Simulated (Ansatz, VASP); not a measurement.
## Cross-check of NaCl between VASP and Ansatz

Wanted: the spread between two codes on one cell, functional and k mesh. The cell comes out of the VASP series on this material, whose earlier steps may have relaxed, scaled or displaced it; both programs get it as it stands.

Calculated with Ansatz 0.2.0; plane waves, with VASP 6.6.1 beside it; relaxation of cell and atoms at PBEsol and relaxation of cell and atoms at LDA.

## Step 1: Set-up

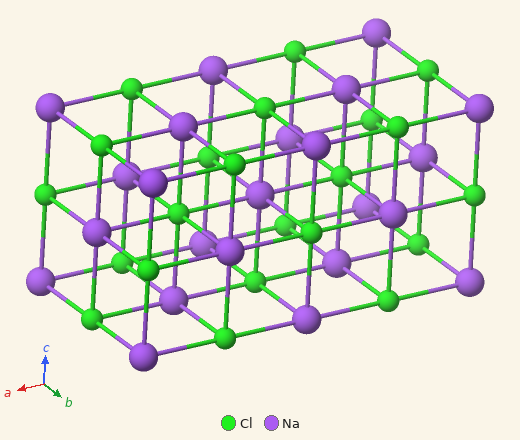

Start, viewed from a free direction; chlorine green, sodium purple. 2×1×1 cells are drawn. This picture shows the conventional cell, with its axes. Some periodic images of atoms are drawn too.

## Step 2: Ansatz: relaxation of cell and atoms, PBEsol

Ansatz runs on its default PAW (the set named soft_2) files.

The relaxed volume is the usual yardstick between codes: its relative difference is about their pressure difference at one cell divided by the bulk modulus.

input.yaml reads:

```yaml
crystal:
  lattice:
    - [0.0, 2.8003316646, 2.8003316646]
    - [2.8003316646, 0.0, 2.8003316646]
    - [2.8003316646, 2.8003316646, 0.0]
  atoms:
    - { symbol: Cl, position: [0.5, 0.5, 0.5] }
    - { symbol: Na, position: [0.0, 0.0, 0.0] }
hamiltonian:
  xc: pbesol
  pseudopotentials: { kind: paw }
kpoints:
  mp_grid: { grid: [6, 6, 6] }
scf:
  occupations: { method: gaussian, width: 0.03 }
relax:
  f_tol: 0.01
  max_steps: 60
  cell: { stress_tol: 0.05 }
output:
  forces: true
  stress: true
```

Started as:

```bash
> ansatz run input.yaml --threads 4 --pin off --max-ram 9216MiB --backend cpu --events-out ev --progress --plain --runs-dir out
```

Numbers of over 12 decimals in the logs are rounded to 6 here.

Log:

```text
Engine: ansatz 0.2.0, aarch64-unknown-linux-gnu
Pseudopotentials: kind: paw
Pseudopotential: Cl, paw, valence charge 7, recommended cutoff 420 eV (normal), Cl.paw.azcp
Pseudopotential: Na, paw, valence charge 9, recommended cutoff 420 eV (normal), Na.paw.azcp
Functional definition: PBEsol
  exchange = pbesol_x
  correlation = pbesol_c
Crystal: 2 atoms, lattice volume = 43.920 Å³
Basis set: ecut = 420 eV, 869 PW (Γ), exchange–correlation on 54×54×54 points (8 copies of the dense FFT grid, shifted against one another)
Bands: 12, of which v1, the nominal top of the filled ones, is band 8 counted from 1 (7 counted from 0)
Symmetry: 48 space group operations
Space group: Fm-3m (ITA 225), of the structure as read, at distance tolerance 3.5e-5 Å
k-points: 16 of 216
Non-local potential: Cl, projectors of the file, l = 0: 2, l = 1: 2, l = 2: 2
Non-local potential: Na, projectors of the file, l = 0: 3, l = 1: 2, l = 2: 1
PAW form: soft (Blöchl's): semilocal exchange-correlation on the pseudo side does not see the compensation charge
PAW frozen core: Cl, regenerated for the run's functional, and the local potential with it (the file was generated under x = pbe(κ = 0.804, μ = 0.219515), c = pbe(β = 0.066725))
PAW frozen core: Na, regenerated for the run's functional, and the local potential with it (the file was generated under x = pbe(κ = 0.804, μ = 0.219515), c = pbe(β = 0.066725))
PAW one-centre angular grid: Cl, 110 points (default); XC on 64 Gauss nodes
PAW one-centre angular grid: Na, 110 points (default); XC on 64 Gauss nodes
Initial density: superposition of atomic densities (neutral atoms: chi_scale 0, normalization atom), corrected by the library's trained network
Initial wavefunctions: pseudopotential atomic-orbital guess
Functional: x = pbesol(κ = 0.804, μ = 0.123457), c = pbesol(β = 0.046)
SCF iter   1: F=—  HF=-2540.289492 eV  |F-HF|=—  |Δ(HF+E_count)|=         —  Δρ=2.85e-3  dr2=3.79e-3  ethr=1.77e-3  ⟨swp⟩=6.0  Hψ=1130  notcnv=0
preconditioner: auto → none  [insulator: Δε(μ)=4.958 eV  Ē_g=20.761 eV  σ=0.030 eV  W_gap=1.00  n_scr=14 (ndim 8)  ℏωp=21.0 eV  f_vac=0.028  D(μ)=0.00/eV (n_scr^D=0)  ε∞_Penn≈2.0]
SCF iter   2: F=—  HF=-2540.286810 eV  |F-HF|=—  |Δ(HF+E_count)|=   2.68e-3  Δρ=1.26e-3  dr2=9.25e-4  ethr=2.37e-5  ⟨swp⟩=2.7  Hψ=487  notcnv=0
SCF iter   3: F=—  HF=-2540.286782 eV  |F-HF|=—  |Δ(HF+E_count)|=   2.73e-5  Δρ=9.16e-4  dr2=5.23e-4  ethr=5.78e-6  ⟨swp⟩=2.0  Hψ=320  notcnv=0
SCF iter   4: F=—  HF=-2540.286605 eV  |F-HF|=—  |Δ(HF+E_count)|=   1.77e-4  Δρ=2.54e-4  dr2=3.54e-5  ethr=3.27e-6  ⟨swp⟩=2.0  Hψ=233  notcnv=0
SCF iter   5: F=—  HF=-2540.286631 eV  |F-HF|=—  |Δ(HF+E_count)|=   2.54e-5  Δρ=3.52e-5  dr2=9.96e-7  ethr=2.21e-7  ⟨swp⟩=2.0  Hψ=256  notcnv=0
SCF iter   6: F=-2540.286630 eV  HF=-2540.286630 eV  |F-HF|=2.01e-8  |Δ(HF+E_count)|=   1.92e-7  Δρ=7.36e-6  dr2=4.34e-8  ethr=6.25e-10  ⟨swp⟩=3.0  Hψ=655  notcnv=0
SCF 1 converged in 6 iterations: F = -2540.286630 eV  dr2 = 4.34e-8
  greatest PAW one-centre occupation: 0.999 electrons in one spin orbital (limit 2), on the Na atom at site 1 (counted from 0), in its partial waves of l = 0
relax step   1: F+E_penalty+E_count = -2540.28663036 eV  Δ(F+E_penalty+E_count) = +0.000e0 eV  max|allowed force component| = 2.087e-30 eV/Å  Δτ_max = 0.0000 Å  P = +0.020 GPa  Ω = 43.920 Å³  (6 SCF iters, dr2 threshold 1.00e-7 eV, accepted)
Initial density: handed on by an earlier stage of this run
Initial wavefunctions: pseudopotential atomic-orbital guess (no wavefunctions were taken with the density)
iter 1 solved again at ethr=4.71e-6 eV; its pass at ethr=3.10e-3 eV (dr2=7.53e-4 eV) is discarded
SCF iter   1: F=—  HF=-2540.286595 eV  |F-HF|=—  |Δ(HF+E_count)|=         —  Δρ=6.37e-6  dr2=2.36e-8  ethr=4.71e-6  ⟨swp⟩=2.6  Hψ=1571  notcnv=0
eigensolver tolerance schedule: the retry pair's looser diagonalisation over-reported the residual by 31887.11 of it (diagonalisation noise at an unbounded share of the residual, at the tolerance the schedule requests for it); recorded, not acted on — ethr = c·dr2/N_el stays at c = 1.0e-1
preconditioner: auto → none  [insulator: Δε(μ)=5.013 eV  Ē_g=20.798 eV  σ=0.030 eV  W_gap=1.00  n_scr=14 (ndim 8)  ℏωp=21.0 eV  f_vac=0.018  D(μ)=0.00/eV (n_scr^D=0)  ε∞_Penn≈2.0]
SCF iter   2: F=—  HF=-2540.286630 eV  |F-HF|=—  |Δ(HF+E_count)|=   3.57e-5  Δρ=3.95e-6  dr2=7.74e-9  ethr=1.48e-10  ⟨swp⟩=2.8  Hψ=387  notcnv=0
SCF iter   3: F=—  HF=-2540.286630 eV  |F-HF|=—  |Δ(HF+E_count)|=  1.61e-10  Δρ=1.82e-6  dr2=1.10e-9  ethr=4.83e-11  ⟨swp⟩=2.0  Hψ=304  notcnv=0
SCF iter   4: F=—  HF=-2540.286630 eV  |F-HF|=—  |Δ(HF+E_count)|=  2.31e-10  Δρ=4.73e-7  dr2=6.86e-11  ethr=6.86e-12  ⟨swp⟩=2.4  Hψ=283  notcnv=0
SCF iter   5: F=-2540.286630 eV  HF=-2540.286630 eV  |F-HF|=6.82e-12  |Δ(HF+E_count)|=  1.10e-10  Δρ=1.58e-7  dr2=8.73e-12  ethr=1.00e-12  ⟨swp⟩=5.0  Hψ=701  notcnv=0
SCF 2 converged in 5 iterations: F = -2540.286630 eV  dr2 = 8.73e-12
relax step   2: F+E_penalty+E_count = -2540.28663037 eV  Δ(F+E_penalty+E_count) = -1.451e-8 eV  max|allowed force component| = 1.331e-30 eV/Å  Δτ_max = 0.0000 Å  P = +0.020 GPa  Ω = 43.920 Å³  stress off target by 1.98e-2 GPa  SCF on the basis re-selected at this cell (its energy is not comparable with the rows above)  (5 SCF iters)
basis re-selected at this cell: Δ(F+E_penalty+E_count) = -1.451e-8 eV, ΔP = -0.000 GPa vs the last step (what re-selecting the basis moved, of the pressure what is left beyond the Pulay correction that the steps carried, after the strain that the cell walked since its last selection, with what the two solves' SCF thresholds leave and, on support functions, any second-order correction that the steps lacked; it is no m [...]
SCF converged after 5 iterations
Free energy (F): -2540.286630 eV
Harris-Foulkes:  -2540.286630 eV  (|F-HF|=6.82e-12)
Internal energy: -2540.286630 eV  (E = F + TS)
E sigma→0 (E₀):  -2540.286630 eV
Fermi energy:    3.715653 eV
--- Per-component energies (eV) ---
  E_band       = -231.360186
  E_kinetic    = 282.634789
  E_local      = -1519.033891  (includes V_loc(G=0)·N_el)
  E_nonlocal   = 144.824598
  E_hartree    = 534.212499
  E_xc         = -145.005672
  E_vxc        = -171.864128  (∫ρ·V_xc dr)
  E_paw        = -895.323366  (= ΣΔE_a)
  E_vpaw       = -36.346662  (= ΣTr[D̂ρ^β])
  E_aug_tail   = 0.000080  (compensation charges beyond the density's cutoff)
  E_ewald      = -942.728793
  E_core_change = 0.133126  (= ΣΔE_core)
  E_smearing   = -0.000000  (= −TS)
  E_closure    = -0.000000  (closes the sum)
  Σ components = -2540.286630   (vs F -2540.286630, Δ=0.00e0)
--- Forces (eV/Å), atoms counted from 1 ---
  atom   1  Cl     0.00000000     0.00000000     0.00000000
  atom   2  Na    -0.00000000     0.00000000    -0.00000000
  max |Σ_I F_I| component: 2.07e-30 eV/Å
--- Stress (GPa, compression-positive) ---
        0.019850       0.000000       0.000000
        0.000000       0.019850      -0.000000
       -0.000000       0.000000       0.019850
  P = ⅓ Tr σ = 0.0198 GPa (0.198 kbar)
--- Relaxed structure (1 steps of the walk, 1 accepted, 1 SCFs on fresh bases) ---
  F+E_penalty+E_count = -2540.28663037 eV   max|allowed force component| = 1.331e-30 eV/Å   (the final SCF, on the basis selected at the relaxed cell)
  cell:  # Å, volume = 43.9196 Å³
    - [0.0, 2.8003316646, 2.8003316646]
    - [2.8003316646, 0.0, 2.8003316646]
    - [2.8003316646, 2.8003316646, 0.0]
  atoms:
    - { symbol: Cl, position: [0.5, 0.5, 0.5] }
    - { symbol: Na, position: [0.0, 0.0, 0.0] }
```

Elapsed: 0.61 s, on 4 threads of Arm Neoverse V2, shared host; peak memory 0.28 GiB; 1.4 s of CPU time.

## Step 3: VASP: relaxation of cell and atoms, PBEsol

The same cell, functional, mesh and smearing now go to VASP, with its own data sets and cutoff.

Lines of VASP's logs that name or quote its potential files are left out, and so is its time.

INCAR reads:

```
SYSTEM = NaCl
PREC = Accurate
ENCUT = 450
EDIFF = 1E-06
NELM = 100
ISMEAR = 0
SIGMA = 0.03
LREAL = .FALSE.
ALGO = Normal
GGA = PS
NBANDS = 13
LORBIT = 11
LWAVE = .FALSE.
LCHARG = .FALSE.
KPAR = 4
IBRION = 2
NSW = 50
ISIF = 3
EDIFFG = -0.006
```

POSCAR reads:

```
NaCl
1.0
    0.0000000000      2.8003316646      2.8003316646
    2.8003316646      0.0000000000      2.8003316646
    2.8003316646      2.8003316646      0.0000000000
Cl Na
1 1
Direct
    0.5000000000      0.5000000000      0.5000000000
    0.0000000000      0.0000000000      0.0000000000
```

KPOINTS reads:

```
Automatic mesh
0
Gamma
6 6 6
0 0 0
```

The projector-augmented-wave data sets are Cl and Na_pv (PBE family, release 64).

Started as:

```bash
> mpirun -np 4 vasp_std
```

Log:

```text
[banner, memory and clock lines left out]
running    4 mpi-ranks, on    1 nodes
 distrk:  each k-point on    1 cores,    4 groups
 distr:  one band on    1 cores,    1 groups

 POSCAR found type information on POSCAR ClNa
 POSCAR found :  2 types and       2 ions
|                                                                             |
|               ----> ADVICE to this user running VASP <----                  |
|                                                                             |
|     You enforced a specific xc type in the INCAR file but a different       |
|     [... a line on the potential file left out ...]
|     I HOPE YOU KNOW WHAT YOU ARE DOING!                                     |
|                                                                             |

 LDA part: xc-table for (Slater+PW92), standard interpolation
 POSCAR, INCAR and KPOINTS ok, starting setup
 FFT: planning ... GRIDC
 FFT: planning ... GRID_SOFT
 FFT: planning ... GRID
 WAVECAR not read
 entering main loop
       N       E                     dE             d eps       ncg     rms          rms(c)
DAV:   1     0.858148064238E+02    0.85815E+02   -0.67070E+03   434   0.969E+02
DAV:   2    -0.285444912907E+00   -0.86100E+02   -0.80114E+02   482   0.258E+02
DAV:   3    -0.704859823802E+01   -0.67632E+01   -0.67270E+01   516   0.689E+01
DAV:   4    -0.715674682173E+01   -0.10815E+00   -0.10810E+00   501   0.961E+00
DAV:   5    -0.715948761675E+01   -0.27408E-02   -0.27407E-02   522   0.150E+00    0.191E+00
DAV:   6    -0.700527194913E+01    0.15422E+00   -0.26356E-01   496   0.376E+00    0.137E+00
DAV:   7    -0.699469890299E+01    0.10573E-01   -0.63661E-02   551   0.175E+00    0.926E-01
DAV:   8    -0.699813492426E+01   -0.34360E-02   -0.75427E-03   456   0.843E-01    0.272E-01
DAV:   9    -0.699804427190E+01    0.90652E-04   -0.18517E-04   521   0.112E-01    0.174E-01
DAV:  10    -0.699808176985E+01   -0.37498E-04   -0.30092E-04   461   0.115E-01    0.596E-02
DAV:  11    -0.699807095479E+01    0.10815E-04   -0.21294E-05   501   0.351E-02    0.204E-02
DAV:  12    -0.699807014445E+01    0.81034E-06   -0.37811E-06   456   0.124E-02
   1 F= -.69980701E+01 E0= -.69980701E+01  d E =-.699807E+01
 curvature:   0.00 expect dE= 0.000E+00 dE for cont linesearch  0.000E+00
 trial: gam= 0.00000 g(F)=  0.689E-60 g(S)=  0.275E-04 ort = 0.000E+00 (trialstep = 0.100E+01)
 search vector abs. value=  0.275E-04
 bond charge predicted
       N       E                     dE             d eps       ncg     rms          rms(c)
DAV:   1    -0.699826451230E+01   -0.19356E-03   -0.36915E-03   491   0.821E-01    0.851E-02
DAV:   2    -0.699811466227E+01    0.14985E-03   -0.21860E-04   481   0.142E-01    0.346E-02
DAV:   3    -0.699809174114E+01    0.22921E-04   -0.54491E-05   506   0.764E-02    0.167E-02
DAV:   4    -0.699809188621E+01   -0.14507E-06   -0.13699E-06   293   0.144E-02
   2 F= -.69980919E+01 E0= -.69980919E+01  d E =-.217418E-04
 trial-energy change:   -0.000022  1 .order   -0.000017   -0.000028   -0.000006
 step:   1.1110(harm=  1.2814)  dis= 0.00000  next Energy=    -6.998092 (dE=-0.221E-04)
 reached required accuracy - stopping structural energy minimisation
```

Parts of OUTCAR (step 3):

```text
ion  position               nearest neighbor table
   1  0.500  0.500  0.500-
   2  0.000  0.000  0.000-

  LATTYP: Found a face centered cubic cell.
 ALAT       =     5.6006633292

 Subroutine GETGRP returns: Found 48 space group operations
 (whereof 48 operations were pure point group operations)

The static configuration has the point symmetry O_h .

 Found     16 irreducible k-points:

   k-points           NKPTS =     16   k-points in BZ     NKDIM =     16   number of bands    NBANDS=     13

   dimension x,y,z NGX =    28 NGY =   28 NGZ =   28
   dimension x,y,z NGXF=    56 NGYF=   56 NGZF=   56

   ENCUT  =  450.0 eV  33.07 Ry    5.75 a.u.   6.85  6.85  6.85*2*pi/ulx,y,z

   NELECT =      14.0000    total number of electrons

 k-points in reciprocal lattice and weights: Automatic mesh
   0.00000000  0.00000000  0.00000000       0.005
   0.16666667  0.00000000  0.00000000       0.037
   0.33333333  0.00000000  0.00000000       0.037
   0.50000000  0.00000000  0.00000000       0.019
   0.16666667  0.16666667  0.00000000       0.028
   0.33333333  0.16666667  0.00000000       0.111
   0.50000000  0.16666667  0.00000000       0.111
  -0.33333333  0.16666667  0.00000000       0.111
  -0.16666667  0.16666667  0.00000000       0.056
[...]
-0.33333333  0.33333333  0.16666667       0.111
  -0.33333333  0.50000000  0.16666667       0.056

 average (electrostatic) potential at core
       1 -93.5772       2 -46.9435

 E-fermi :  -0.4830

 k-point     1 :       0.0000    0.0000    0.0000
  band No.  band energies     occupation
    ...
      3     -21.2640      2.00000
      4     -13.3505      2.00000
      5      -0.6532      2.00000
      6      -0.6532      2.00000
      7      -0.6532      2.00000
      8       4.3601      0.00000
      9      10.3642      0.00000
     10      10.3642      0.00000
     11      10.3642      0.00000
     12      12.6152      0.00000
    ...

 k-point     2 :       0.1667    0.0000    0.0000
  band No.  band energies     occupation
    ...
      3     -21.2646      2.00000
      4     -13.2622      2.00000
      5      -1.2953      2.00000
      6      -0.7273      2.00000
      7      -0.7273      2.00000
      8       5.1977      0.00000
      9       9.5476      0.00000
     10      10.6601      0.00000
     11      10.6601      0.00000
     12      12.2867      0.00000
    ...

 k-point     3 :       0.3333    0.0000    0.0000
  band No.  band energies     occupation
    ...
      3     -21.2658      2.00000
      4     -13.0773      2.00000
      5      -2.2797      2.00000
      6      -0.8681      2.00000
      7      -0.8681      2.00000
      8       6.2838      0.00000
      9       9.3870      0.00000
     10      10.4919      0.00000
     11      10.4919      0.00000
     12      13.3859      0.00000
    ...

  Total       -0.0042834     -0.0042834     -0.0042834      0.0000000      0.0000000      0.0000000
  in kB       -0.1564793     -0.1564793     -0.1564793      0.0000000      0.0000000      0.0000000
  external PRESSURE =      -0.1564793 kB  Pullay stress =       0.0000000 kB

  energy-cutoff  :      450.00
  volume of cell :       43.86
      direct lattice vectors                 reciprocal lattice vectors
     0.000000000  2.799013986  2.799013986    -0.178634334  0.178634334  0.178634334
     2.799013986 -0.000000000  2.799013986     0.178634334 -0.178634334  0.178634334
     2.799013986  2.799013986 -0.000000000     0.178634334  0.178634334 -0.178634334

 POSITION                                       TOTAL-FORCE (eV/Angst)
 -----------------------------------------------------------------------------------
      2.79901      2.79901      2.79901         0.000000     -0.000000      0.000000
      0.00000      2.79901      2.79901        -0.000000      0.000000     -0.000000
 -----------------------------------------------------------------------------------
    total drift:                               -0.000000     -0.000000      0.000000

  FREE ENERGIE OF THE ION-ELECTRON SYSTEM (eV)
  ---------------------------------------------------
  free  energy   TOTEN  =        -6.9980918862 eV

  energy  without entropy=       -6.9980918862  energy(sigma->0) =       -6.99809189

 reached required accuracy - stopping structural energy minimisation

 total charge
# of ion       s       p       d       tot
------------------------------------------
    1        1.578   3.557   0.000   5.135
    2        0.045   5.983   0.000   6.028
--------------------------------------------------
tot          1.622   9.540   0.000  11.163

[... 3 further parts left out ...]
```

CONTCAR:

```
NaCl
   1.00000000000000
     0.0000000000000000    2.7990139863485313    2.7990139863485313
     2.7990139863485313   -0.0000000000000000    2.7990139863485313
     2.7990139863485313    2.7990139863485313   -0.0000000000000000
  Cl              Na
     1     1
Direct
     0.5000000000000000    0.5000000000000000    0.5000000000000000
     1.0000000000000000    0.0000000000000000    0.0000000000000000
```

[end of part 1 of 2]

[Lines on the potential files, build, host, timing and source positions are cut from VASP's logs without a mark.]

[Logs are printed without paths, hosts, clocks, repeated set-up lines and the standing remarks that a program may print on its own settings, such as how far it seeks lower states.]

[Hosts, paths, dates, database ids (printed as entryN), source tags and the programs' standing remarks are cut or masked in the printed files.]
